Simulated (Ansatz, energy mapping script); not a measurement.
# GdN in the rock-salt structure: exchange couplings from total energies, part 2 of 2

Aim: the exchange couplings of GdN in the rock-salt structure from the energies of a few collinear orders, and the ordering temperature that they give.

PBE with U = 6 eV on Gd f, ortho-atomic projectors; plane waves, U on orthogonalised atomic orbitals unless named otherwise, collinear spin, no spin–orbit coupling.

So far. Step 4 (Order 1: parallel, cell A of 4 atoms): The run ends ferromagnetic.

## Step 5: Run 2 (compensated +−; cell A, 4 atoms)

This order reverses 6 of the 12 neighbours at 3.54 Å and 6 of the 6 neighbours at 5.00 Å, counted for an average magnetic atom.

input.yaml

```yaml
crystal:
  lattice:
    - [0.0, -2.500372145, -2.500372145]
    - [-2.500372145, 0.0, -2.500372145]
    - [2.500372145, 2.500372145, -5.00074429]
  atoms:
    - { symbol: Gd, position: [0.5, 0.5, 0.5], spin: 7.0 }
    - { symbol: Gd, position: [0.0, 0.0, 0.0], spin: -7.0 }
    - { symbol: "N", position: [0.75, 0.75, 0.75] }
    - { symbol: "N", position: [0.25, 0.25, 0.25] }
magnetization:
  spin_polarized: true
kpoints:
  mp_grid: { grid: [8, 8, 8] }
hamiltonian:
  xc: pbe
  hubbard:
    sites:
      - { species: Gd, l: f, u_eff: 6.0 }
      - { site: 0, l: f, u_eff: 6.0, starting_ns: [{ spin: up, occupation_matrix: gd1_major }, { spin: down, occupation_matrix: gd1_minor }] }
      - { site: 1, l: f, u_eff: 6.0, starting_ns: [{ spin: up, occupation_matrix: gd1_minor }, { spin: down, occupation_matrix: gd1_major }] }
    projectors: ortho-atomic
    occupation_matrices:
      gd1_major:
        matrix:
          - [0.998, 0.0, 0.0, 0.0, 0.0, 0.0, 0.0]
          - [0.0, 0.999, 0.0, 0.0, 0.0, 0.0, 0.0]
          - [0.0, 0.0, 0.999, 0.0, 0.0, 0.0, 0.0]
          - [0.0, 0.0, 0.0, 0.999, 0.0, 0.0, 0.0]
          - [0.0, 0.0, 0.0, 0.0, 0.999, 0.0, 0.0]
          - [0.0, 0.0, 0.0, 0.0, 0.0, 0.998, 0.0]
          - [0.0, 0.0, 0.0, 0.0, 0.0, 0.0, 0.998]
      gd1_minor:
        matrix:
          - [0.011, 0.0, 0.0, 0.0, 0.0, 0.0, 0.0]
          - [0.0, 0.007, 0.0, 0.0, 0.0, -0.004, 0.0]
          - [0.0, 0.0, 0.007, 0.0, 0.0, 0.0, 0.004]
          - [0.0, 0.0, 0.0, 0.004, 0.0, 0.0, 0.0]
          - [0.0, 0.0, 0.0, 0.0, 0.001, 0.0, 0.0]
          - [0.0, -0.004, 0.0, 0.0, 0.0, 0.009, 0.0]
          - [0.0, 0.0, 0.004, 0.0, 0.0, 0.0, 0.009]
scf:
  occupations: { method: fermi_dirac, width: 0.05 }
output:
  eigenvalues: true
  write_density: true
  write_potential: true
  elf: true
  volumetric_format: npy
```

Command:

```sh
$ ansatz run input.yaml --threads 4 --pin off --max-ram 8192MiB --backend cpu --events-out ev --progress --plain --runs-dir out
```

Numbers of over 12 decimals in the logs are rounded to 6 here.

Log:

```text
[...]
Crystal: 4 atoms, lattice volume = 62.528 Å³
Basis set: ecut = 420 eV, 1219 PW (Γ)
Bands: 36, of which v1, the nominal top of the filled ones, is band 23 counted from 1 (22 counted from 0)
Symmetry: 4 space group operations
k-points: 150 of 512
[...]
Starting moments: Σ|m| = 14 μB on 2 of 4 sites
[...]
the translation (0.5, 0.5, 0.5) carries every atom to within crystal.symmetry.tolerance of an atom of its element with the starting moment reversed, but both spin channels are solved: the dense FFT box has an odd point count along it
SCF iter   1: F=—  HF=-19438.263704 eV  |F-HF|=—  |Δ(HF+E_count)|=         —  Δρ=4.96e-2 (↑4.96e-2 ↓4.96e-2)  dr2=2.16e0  dr2_m=8.83e-1  M=-0.000 μB ∫|m|=14.182 μB  β_m=1.00  ethr=3.10e-3  ⟨swp⟩=5.2  Hψ=38130  notcnv=0  defer=410
[...]
SCF iter  12: F=-19438.142201 eV  HF=-19438.142201 eV  |F-HF|=3.60e-9  |Δ(HF+E_count)|=   1.30e-7  Δρ=1.11e-6 (↑1.11e-6 ↓1.11e-6)  dr2=2.01e-9  dr2_m=5.39e-11  M=-0.000 μB ∫|m|=14.258 μB  ethr=2.17e-10  ⟨swp⟩=10.1  Hψ=44947  notcnv=0
SCF 1 converged in 12 iterations: F = -19438.142201 eV  dr2 = 2.01e-9
[...]
SCF converged after 12 iterations
Magnetization: -0.0000 μB (23.0000 up, 23.0000 down)
Absolute magnetization: 14.2568 μB (∫|ρ↑−ρ↓|, with the PAW one-centre terms)
[...]
Per-site moments (μB) at R_I (Å): [(6.925696, 1.031404), (-6.925696, 1.031404), (2.179249464080902e-7, 1.031404), (2.1792494687838603e-7, 1.031404)]
Free energy (F): -19438.142201 eV
[...]
Internal energy: -19438.140979 eV  (E = F + TS)
E sigma→0 (E₀):  -19438.141590 eV
Entropy (-TS):   -0.001222 eV (-0.306 meV/atom)
Fermi energy:    14.241372 eV
[...]
--- Specified on-site occupations, and those of the state reported ---
  electrons in the specified blocks: 14.0760 specified, 14.0739 found
[...]
--- Band table (eV; the first three rows and the last of 300) ---
  k-point 0 ↑: bands = [... 19 lower, 11.9053, 14.2321, 14.2402, 14.2402, 17.1694, 17.1694, 17.1772, 17.8029, ... 9 higher]
  k-point 1 ↑: bands = [... 19 lower, 11.9667, 13.9706, 14.1006, 14.1006, 17.1744, 17.2577, 17.2577, 18.0499, ... 9 higher]
  k-point 2 ↑: bands = [... 19 lower, 12.1459, 13.3582, 13.7511, 13.7511, 17.1643, 17.4974, 17.4975, 18.5068, ... 9 higher]
  k-point 149 ↓: bands = [... 19 lower, 12.5533, 12.5826, 12.7492, 12.9618, 16.2611, 17.0721, 18.8750, 18.9492, ... 9 higher]
Occupation matrices written to <dir>
```

Wall time 14 s (4 threads of Arm Neoverse V2, shared host); peak memory 0.85 GiB.

Spin moment in the sphere by atom:

```
atom  spin moment in the sphere (μB)
 Gd1                            6.93
 Gd2                           -6.93
  N3                            0.00
  N4                            0.00
```

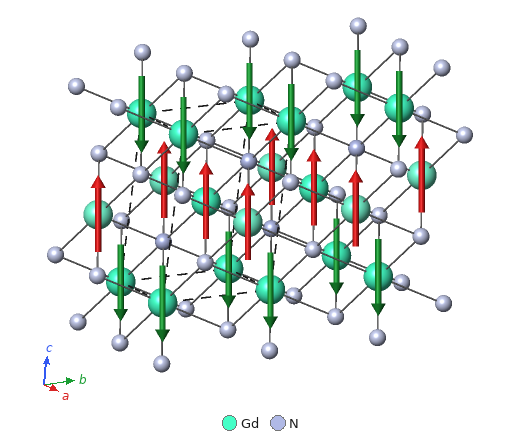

Spin moment in the sphere as arrows, the longest 6.93 μB. Up and down stand for the sign. Arrows give size and sign along the axis of quantisation, drawn up and down the page. The two directions have two colours. 1×2×1 cells are drawn. Some periodic images of atoms are drawn too.

The run ends antiferromagnetic, 10.15 meV a magnetic atom above the parallel order of its cell.

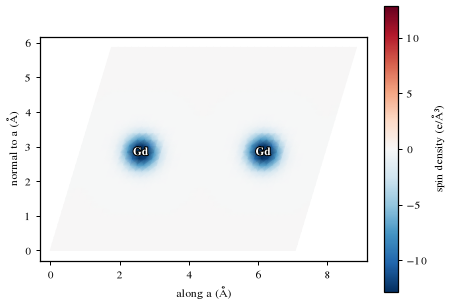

Spin density in the ac plane at fractional y = 0.000, with atoms of Gd within 0.2 Å of it. The map starts off the cell's origin, so that atoms lie inside it.

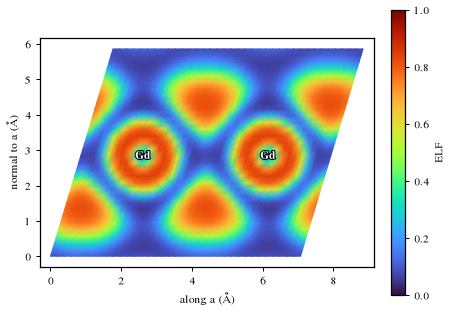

ELF in the ac plane at fractional y = 0.000, with atoms of Gd within 0.2 Å of it. It is the smooth field of the valence electrons, not physical close to the nuclei. The map starts off the cell's origin, so that atoms lie inside it.

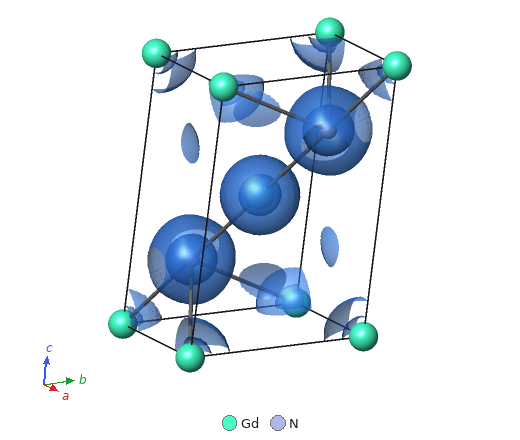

Surface of ELF = 0.77. Bonds to atoms that aren't drawn are left out.

## Step 6: Parallel start in cell B (4 atoms)

The parallel order again, as the reference for this cell.

This run holds the same structure in another cell (c 6.125 → 5.001 Å, α 73.2 → 90.0°, β 73.2 → 90.0°, γ 60.0 → 90.0°).

Changes to input.yaml since step 5:

```diff
@@ -3,9 +3,9 @@
     - [0.0, -2.500372145, -2.500372145]
-    - [-2.500372145, 0.0, -2.500372145]
-    - [2.500372145, 2.500372145, -5.00074429]
+    - [0.0, 2.500372145, -2.500372145]
+    - [5.00074429, 0.0, 0.0]
   atoms:
     - { symbol: Gd, position: [0.5, 0.5, 0.5], spin: 7.0 }
-    - { symbol: Gd, position: [0.0, 0.0, 0.0], spin: -7.0 }
-    - { symbol: "N", position: [0.75, 0.75, 0.75] }
-    - { symbol: "N", position: [0.25, 0.25, 0.25] }
+    - { symbol: Gd, position: [0.0, 0.0, 0.0], spin: 7.0 }
+    - { symbol: "N", position: [0.5, 0.5, 0.0] }
+    - { symbol: "N", position: [0.0, 0.0, 0.5] }
 magnetization:
@@ -13,3 +13,3 @@
 kpoints:
-  mp_grid: { grid: [8, 8, 8] }
+  mp_grid: { grid: [7, 7, 5] }
 hamiltonian:
@@ -20,3 +20,3 @@
       - { site: 0, l: f, u_eff: 6.0, starting_ns: [{ spin: up, occupation_matrix: gd1_major }, { spin: down, occupation_matrix: gd1_minor }] }
-      - { site: 1, l: f, u_eff: 6.0, starting_ns: [{ spin: up, occupation_matrix: gd1_minor }, { spin: down, occupation_matrix: gd1_major }] }
+      - { site: 1, l: f, u_eff: 6.0, starting_ns: [{ spin: up, occupation_matrix: gd1_major }, { spin: down, occupation_matrix: gd1_minor }] }
     projectors: ortho-atomic
@@ -45,5 +45 @@
   eigenvalues: true
-  write_density: true
-  write_potential: true
-  elf: true
-  volumetric_format: npy
```

Log:

```text
[...]
Crystal: 4 atoms, lattice volume = 62.528 Å³
Basis set: ecut = 420 eV, 1229 PW (Γ)
Bands: 36, of which v1, the nominal top of the filled ones, is band 23 counted from 1 (22 counted from 0)
Symmetry: 16 space group operations
k-points: 48 of 245
[...]
Starting moments: Σ|m| = 14 μB on 2 of 4 sites
[...]
k-point 1 ↑: bands = [... 19 lower, 7.8330, 7.8441, 7.8855, 7.8866, 7.8866, 12.4168, 13.3529, 14.0697, ... 9 higher]
  k-point 2 ↑: bands = [... 19 lower, 7.8332, 7.8332, 7.8523, 7.8580, 7.8580, 11.6982, 11.9740, 13.9618, ... 9 higher]
  k-point 47 ↓: bands = [... 19 lower, 18.5624, 18.9839, 19.0028, 19.0148, 19.0282, 19.0888, 19.0932, 19.1450, ... 9 higher]
Occupation matrices written to <dir>
[key lines of the parts left out:]
SCF converged after 13 iterations
Magnetization: 14.0000 μB (30.0000 up, 16.0000 down)
Free energy (F): -19438.164482 eV
Fermi energy:    14.292914 eV
```

Wall time 3.8 s (4 threads); peak memory 0.48 GiB.

The run ends ferromagnetic. For each magnetic atom its energy differs from the parallel run of the first cell by -0.85 meV, an error that one common reference would have brought in.

## Step 7: Compensated +− start in cell B (4 atoms)

This order reverses 8 of the 12 neighbours at 3.54 Å and 0 of the 6 neighbours at 5.00 Å, counted for an average magnetic atom.

Changes to input.yaml since step 6:

```diff
@@ -7,3 +7,3 @@
     - { symbol: Gd, position: [0.5, 0.5, 0.5], spin: 7.0 }
-    - { symbol: Gd, position: [0.0, 0.0, 0.0], spin: 7.0 }
+    - { symbol: Gd, position: [0.0, 0.0, 0.0], spin: -7.0 }
     - { symbol: "N", position: [0.5, 0.5, 0.0] }
@@ -20,3 +20,3 @@
       - { site: 0, l: f, u_eff: 6.0, starting_ns: [{ spin: up, occupation_matrix: gd1_major }, { spin: down, occupation_matrix: gd1_minor }] }
-      - { site: 1, l: f, u_eff: 6.0, starting_ns: [{ spin: up, occupation_matrix: gd1_major }, { spin: down, occupation_matrix: gd1_minor }] }
+      - { site: 1, l: f, u_eff: 6.0, starting_ns: [{ spin: up, occupation_matrix: gd1_minor }, { spin: down, occupation_matrix: gd1_major }] }
     projectors: ortho-atomic
```

Log:

```text
[...]
Crystal: 4 atoms, lattice volume = 62.528 Å³
Basis set: ecut = 420 eV, 1229 PW (Γ)
Bands: 36, of which v1, the nominal top of the filled ones, is band 23 counted from 1 (22 counted from 0)
Symmetry: 8 space group operations
k-points: 48 of 245
[...]
Starting moments: Σ|m| = 14 μB on 2 of 4 sites
[...]
k-point 1 ↑: bands = [... 19 lower, 13.8086, 13.8086, 14.1605, 14.1605, 14.3802, 16.8178, 17.7408, 17.7408, ... 9 higher]
  k-point 2 ↑: bands = [... 19 lower, 13.6447, 13.6447, 14.0002, 14.0002, 14.8614, 15.9920, 18.6658, 18.6658, ... 9 higher]
  k-point 47 ↓: bands = [... 19 lower, 12.7213, 12.8745, 12.9134, 12.9967, 16.9535, 17.0758, 18.8411, 18.8525, ... 9 higher]
Occupation matrices written to <dir>
[key lines of the parts left out:]
SCF converged after 12 iterations
Magnetization: 0.0000 μB (23.0000 up, 23.0000 down)
Free energy (F): -19438.137488 eV
Fermi energy:    14.270497 eV
```

It took 2.2 s on 4 threads; peak memory 0.48 GiB; 8 s of CPU time.

The run ends antiferromagnetic, 13.78 meV a magnetic atom above the parallel order of its cell (energies taken at zero occupation width, not the printed F).

## Step 8: Mapping onto a Heisenberg model

Each energy difference is a sum of couplings weighted by the pairs that the order reverses. A few near shells are fitted to the differences by least squares. Energies are those extrapolated to zero occupation width, not the free energies F.

Energies from the parallel order of the same cell:

```
                   order  atoms  energy (meV a magnetic atom)  moments (μB)  moments kept as typed  opposed neighbours at 3.54, 5.00 Å
      parallel in cell A      4                          0.00          6.94                    yes                                0, 0
compensated +− in cell A      4                         10.15          6.93                    yes                                6, 6
      parallel in cell B      4                          0.00          6.94                    yes                                0, 0
compensated +− in cell B      4                         13.78          6.92                    yes                                8, 0
```

Couplings from the energies, with E = −Σ J e·e over ordered pairs:

```
 pair  distance (Å)  neighbours  J (meV)
Gd–Gd          3.54          12    0.861
Gd–Gd          5.00           6  -0.0151
```

These orders cannot tell some unfitted shells from fitted ones: the value at 3.54 Å holds J(3.54) + 2 J(6.12) + 2 J(7.91); other unfitted shells add to the values wholly or in part. No temperature is drawn.

## Step 9: What came out

```yaml
lowest_order_tried: parallel
largest_fitted_value_a_combination_of_shells_gd_gd_at_3p54_a: 0.861 meV
```

What this shows: Of the orders tried, GdN in the rock-salt structure prefers parallel moments under PBE+U (6 eV). Orders that were not tried, spirals among them, may lie lower. The largest fitted value is 0.86 meV, at 3.54 Å. It is a combination of shells that these orders cannot split, so neither its size nor its sign can be laid on that pair alone. The orders also reverse pairs at 6.12 Å, which are not fitted, so the fitted values hold their part too. No fitted order reverses the pairs at 7.07 Å, so their coupling is unknown and is set to zero in the model. 2 energy differences fix 2 couplings with none to spare, so the fit tests nothing. In the fitted orders moments change by up to 0.24 % against the parallel run of the same cell, so their size stays put. Every order is gapless on its mesh at this level. In a metal exchange reaches farther, and a short model of fixed moments is less apt; where the compound is in fact an insulator, these couplings come from a wrongly metallic state. With a near shell that the orders cannot separate, no temperature is given. The cell was built from a prototype and relaxed; a distortion that needs a larger cell, or another structure that the compound may prefer, is not captured.

[Logs and program files are shortened in this print: banners, set-up blocks, solver, clock and traceback lines can be left out without a mark of their own.]

[Logs are printed without paths, hosts, clocks, repeated set-up lines and the standing remarks that a program may print on its own settings, such as how far it seeks lower states.]

[Hosts, paths, dates, database ids (printed as entryN), source tags and the programs' standing remarks are cut or masked in the printed files.]

[Where a cell is said to come from a database of computed structures, the database is the Materials Project.]
